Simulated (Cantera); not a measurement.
Charge: 1 mol Si, 0.81 mol NH₃, 45 mol H₂, held at 1330 Pa.

Method: chemical equilibrium by Gibbs-energy minimisation in Cantera with the NASA 1993 tables (ideal gas, pure condensed phases). Candidate condensed phases: Si, Si₃N₄; 18 gas species. Mutual solubility and eutectic melting of coexisting phases are not modelled. Gases not in the tables: Si₂H₆ and higher silanes. Kinetics and transport are ignored.

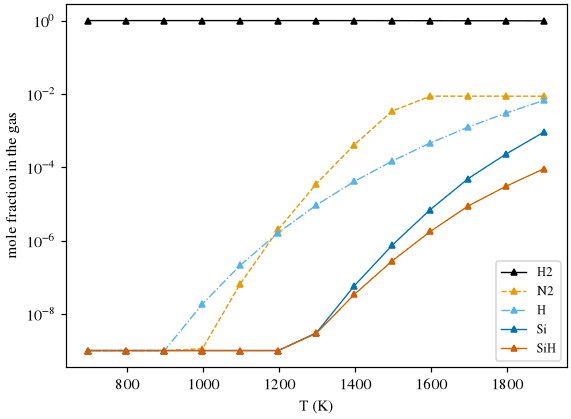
Figure: Equilibrium gas composition (values under 1e-9 drawn at 1e-9)

From 698 K to 1498 K the condensed part is Si(s) + Si₃N₄(s). At 1598 K the condensed part is Si(s). From 1698 K to 1898 K the condensed part is Si(l).
